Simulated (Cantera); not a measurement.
Charge: 1 mol B₂O₃, 18 mol NH₃, 26 mol N₂, at 0.820 bar.

Method: chemical equilibrium by Gibbs-energy minimisation in Cantera with the NASA 1993 tables (ideal gas, pure condensed phases). Candidate condensed phases: B, BN, B₂O₃, B₃O₃H₃, H₂O; 39 gas species. Mutual solubility and eutectic melting of coexisting phases are not modelled. Gases not in the tables: H₃BO₃. Equilibrium is a limit: real reactors are often held back by kinetics, nucleation or transport.

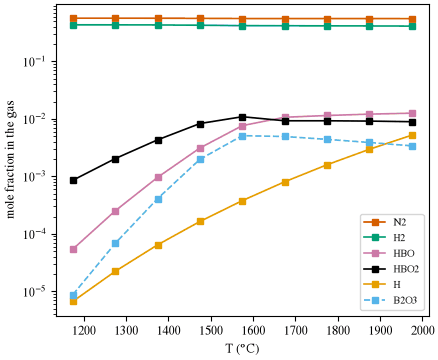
Figure: Equilibrium gas composition (values under 1e-9 drawn at 1e-9)

Q: Read off the mole fractions at 1675 °C.

A: N₂ about 0.56, H₂ about 0.42, HBO about 0.011, HBO₂ about 0.0093, B₂O₃ about 0.0049, H about 0.00081.
